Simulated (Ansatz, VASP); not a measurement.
# GaN: VASP beside Ansatz, part 2 of 2

Aim: how closely do two programs agree when they are given the same cell, functional and k mesh? The cell is taken from a series of VASP runs on this material, whose earlier steps may have relaxed, scaled or displaced it; both programs get it as it stands. Valence electrons are named where the data sets of a main pair hold unlike numbers.

VASP 6.6.1 and Ansatz 0.2.0.

So far. Step 4 (Differences): The walks stopped with -0.03 GPa left in Ansatz and -0.02 GPa in VASP; each walk ends within a tolerance, so the volume difference is uncertain by about these residues over the bulk modulus, most in soft cells.

## 6. VASP: band structure, HSE06

Level of this step: HSE06; plane waves and PAW (Ga_d, N) (VASP).

The same cell, functional, mesh and smearing now go to VASP, with its own data sets.

The run reads the wave functions of an earlier VASP run, which isn't shown here.

Input file INCAR:

```
SYSTEM = GaN
PREC = Accurate
ENCUT = 460
EDIFF = 1E-06
NELM = 100
ISMEAR = 0
SIGMA = 0.03
LREAL = .FALSE.
ALGO = Normal
LHFCALC = .TRUE.
AEXX = 0.25
GGA = PE
HFSCREEN = 0.2
LASPH = .TRUE.
NBANDS = 24
PRECFOCK = Fast
LORBIT = 11
LWAVE = .FALSE.
LCHARG = .FALSE.
KPAR = 8
```

Input file POSCAR:

```
GaN
1.0
    3.1972000000      0.0000000000      0.0000000000
   -1.5986000000      2.7688564210      0.0000000000
    0.0000000000      0.0000000000      5.2070000000
Ga N
2 2
Direct
    0.3333333333      0.6666666667      0.0916875968
    0.6666666667      0.3333333333      0.5916875968
    0.3333333333      0.6666666667      0.4683124032
    0.6666666667      0.3333333333      0.9683124032
```

Input file KPOINTS:

```
Automatic mesh
0
Gamma
5 5 3
0 0 0
```

Input file KPOINTS_OPT:

```
Line mode
10
Line-mode
Reciprocal
  0.00000000   0.00000000   0.00000000 GAMMA
  0.50000000   0.00000000   0.00000000 M

  0.50000000   0.00000000   0.00000000 M
  0.33333333   0.33333333   0.00000000 K

  0.33333333   0.33333333   0.00000000 K
  0.00000000   0.00000000   0.00000000 GAMMA

  0.00000000   0.00000000   0.00000000 GAMMA
  0.00000000   0.00000000   0.50000000 A

  0.00000000   0.00000000   0.50000000 A
  0.50000000   0.00000000   0.50000000 L

  0.50000000   0.00000000   0.50000000 L
  0.33333333   0.33333333   0.50000000 H

  0.33333333   0.33333333   0.50000000 H
  0.00000000   0.00000000   0.50000000 A

  0.50000000   0.00000000   0.50000000 L
  0.50000000   0.00000000   0.00000000 M

  0.33333333   0.33333333   0.00000000 K
  0.33333333   0.33333333   0.50000000 H
```

The projector-augmented-wave data sets are Ga_d and N (PBE family, release 64).

Run with:

```console
$ mpirun -np 8 vasp_std
```

Numbers of over 12 decimals in the logs are rounded to 6 here.

Log:

```text
[banner, memory and clock lines left out]
running    8 mpi-ranks, on    1 nodes
[...]
[... a notice as in an earlier step ...]

 LDA part: xc-table for (Slater+PW92), standard interpolation
 found WAVECAR, reading the header
 POSCAR, INCAR and KPOINTS ok, starting setup
[...]
reading WAVECAR
 the WAVECAR file was read successfully
 initial charge from wavefunction
 entering main loop
       N       E                     dE             d eps       ncg     rms          rms(c)
DAV:   1    -0.296042975850E+02   -0.29604E+02   -0.23750E+00   664   0.361E+01    0.124E+00
DAV:   2    -0.295809974027E+02    0.23300E-01   -0.22866E-01   744   0.816E+00    0.808E-01
DAV:   3    -0.295688403126E+02    0.12157E-01   -0.40398E-02   744   0.305E+00    0.481E-01
DAV:   4    -0.295683119950E+02    0.52832E-03   -0.71145E-03   832   0.104E+00    0.267E-01
[...]
DAV:   9    -0.295677444108E+02    0.51094E-05   -0.35684E-06   576   0.180E-02    0.137E-02
[...]
1 F= -.29567742E+02 E0= -.29567742E+02  d E =-.123890E-20
 Start KPOINTS_OPT (optional k-point list driver)
k-point batch [1-10\90]
       N       E                     dE             ncg
DAV:   1     0.853233694854E+03   -0.61446E+04      512
DAV:   2    -0.205326339097E+04   -0.29065E+04      504
DAV:   3    -0.243605229802E+04   -0.38279E+03      544
DAV:   4    -0.245441501944E+04   -0.18363E+02      656
DAV:   5    -0.245485632382E+04   -0.44130E+00      632
DAV:   6    -0.245487404501E+04   -0.17721E-01      784
DAV:   7    -0.245487453142E+04   -0.48641E-03      592
DAV:   8    -0.245487453999E+04   -0.85658E-05      528
DAV:   9    -0.245487454027E+04   -0.28637E-06      416
[...]
k-point batch [81-90\90]
       N       E                     dE             ncg
DAV:   1     0.609139579758E+03   -0.14221E+05      512
DAV:   2    -0.223621434077E+04   -0.28454E+04      512
DAV:   3    -0.256683746057E+04   -0.33062E+03      608
DAV:   4    -0.258007414666E+04   -0.13237E+02      608
DAV:   5    -0.258031534277E+04   -0.24120E+00      576
DAV:   6    -0.258032374944E+04   -0.84067E-02      712
DAV:   7    -0.258032391246E+04   -0.16303E-03      576
DAV:   8    -0.258032391444E+04   -0.19773E-05      392
DAV:   9    -0.258032391458E+04   -0.13738E-06      424
```

From OUTCAR (step 6):

```text
 POSITION                                       TOTAL-FORCE (eV/Angst)
 -----------------------------------------------------------------------------------
     -0.00000      1.84590      0.47742         0.000000     -0.000000     -0.022706
      1.59860      0.92295      3.08092        -0.000000     -0.000000     -0.022706
     -0.00000      1.84590      2.43850        -0.000000     -0.000000      0.022706
      1.59860      0.92295      5.04200         0.000000      0.000000      0.022706
 -----------------------------------------------------------------------------------
    total drift:                                0.000001      0.000001     -0.000110

  FREE ENERGIE OF THE ION-ELECTRON SYSTEM (eV)
  ---------------------------------------------------
  free  energy   TOTEN  =       -29.5677422591 eV

  energy  without entropy=      -29.5677422591  energy(sigma->0) =      -29.56774226

[... 3 further parts left out ...]
[key lines of the parts left out:]
E-fermi :   4.5856
```

The PAW data sets were made with PBE, which is usual practice but a small mismatch for other functionals.

## 7. Comparison

What differs besides the data sets and the points named for the pairs above, as far as they apply: exact exchange at q = 0 is treated differently, which shows on coarse meshes; VASP keeps PBE cores, Ansatz makes them for the functional; the cutoff is 420 eV in Ansatz and 460 eV in VASP; VASP takes a coarser grid for exact exchange (PRECFOCK = Fast). Total energies have different zeros and are not compared.

The two programs side by side:

| quantity | Ansatz | VASP | difference |
| --- | --- | --- | --- |
| gap over the path points (eV) | 3.123 | 3.139 | -0.016 |

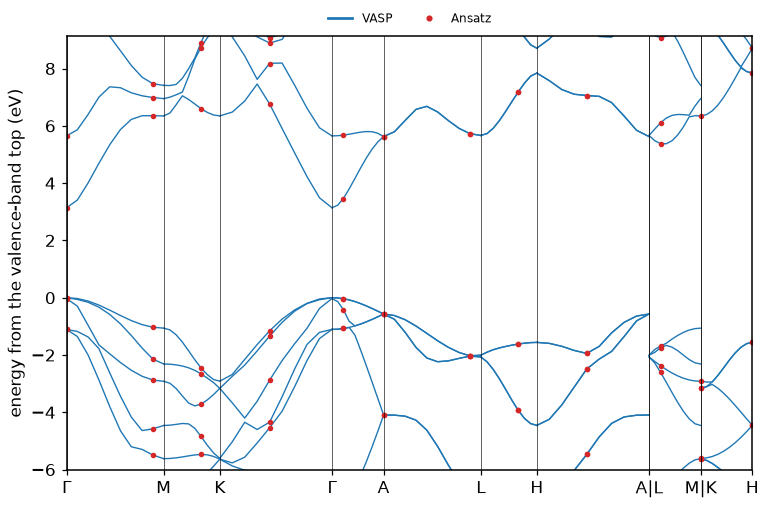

Bands from VASP (lines) and levels from Ansatz (dots). Dots without a line are higher empty bands that the VASP plot leaves out.

Levels at points of the path, from each program's valence-band top (eV; 4 filled, then empty):

| k (reciprocal lattice) | Ansatz | VASP |
| --- | --- | --- |
| 0.000 0.000 0.000 | -1.11 -0.03 0.00 0.00 3.12 5.64 10.92 | -1.11 -0.03 0.00 0.00 3.14 5.65 10.93 |
| 0.444 0.000 0.000 | -4.58 -2.87 -2.14 -1.03 6.35 6.98 7.46 | -4.58 -2.88 -2.15 -1.03 6.35 6.99 7.47 |
| 0.389 0.222 0.000 | -4.84 -3.71 -2.66 -2.45 6.60 8.73 8.90 | -4.85 -3.71 -2.66 -2.46 6.60 8.74 8.91 |
| 0.185 0.185 0.000 | -4.35 -2.88 -1.34 -1.16 6.75 8.17 8.89 | -4.34 -2.88 -1.34 -1.16 6.76 8.18 8.89 |
| 0.000 0.000 0.111 | -1.07 -0.42 -0.04 -0.04 3.45 5.67 10.81 | -1.08 -0.42 -0.04 -0.04 3.47 5.67 10.83 |
| 0.000 0.000 0.500 | -0.57 -0.57 -0.57 -0.57 5.61 5.61 10.04 | -0.57 -0.57 -0.57 -0.57 5.62 5.62 10.04 |
| 0.444 0.000 0.500 | -2.04 -2.04 -2.03 -2.03 5.72 5.72 9.32 | -2.04 -2.04 -2.03 -2.03 5.73 5.73 9.32 |
| 0.389 0.222 0.500 | -3.92 -3.92 -1.62 -1.62 7.17 7.17 9.40 | -3.93 -3.93 -1.62 -1.62 7.18 7.18 9.40 |
| 0.185 0.185 0.500 | -2.49 -2.49 -1.94 -1.94 7.05 7.05 9.38 | -2.49 -2.49 -1.95 -1.95 7.06 7.06 9.39 |
| 0.500 0.000 0.389 | -2.60 -2.37 -1.74 -1.69 5.37 6.10 9.08 | -2.60 -2.37 -1.75 -1.69 5.38 6.10 9.08 |

Among the levels compared at these points, filled levels agree within 5 meV and empty ones within 17 meV.

## 8. What came out

| Item | Value |
| --- | --- |
| difference in volume (relaxation of cell and atoms, LDA) | -0.61 % |
| largest difference of a filled level at the path points (band structure, HSE06) | 4.9 meV |

In words: The difference in volume is -0.61 % (relaxation of cell and atoms, LDA), within the 1.2 % picked in this series as the mark of a large difference, as far as the stopping tolerances let one tell. Such differences can come from data sets, numerical settings and the points named under the comparisons, not from the functional's error against experiment.

[Lines on the potential files, build, host, timing and source positions are cut from VASP's logs without a mark.]

[Logs are printed without paths, hosts, clocks, repeated set-up lines and the standing remarks that a program may print on its own settings, such as how far it seeks lower states.]

[Hosts, paths, dates, database ids (printed as entryN), source tags and the programs' standing remarks are cut or masked in the printed files.]
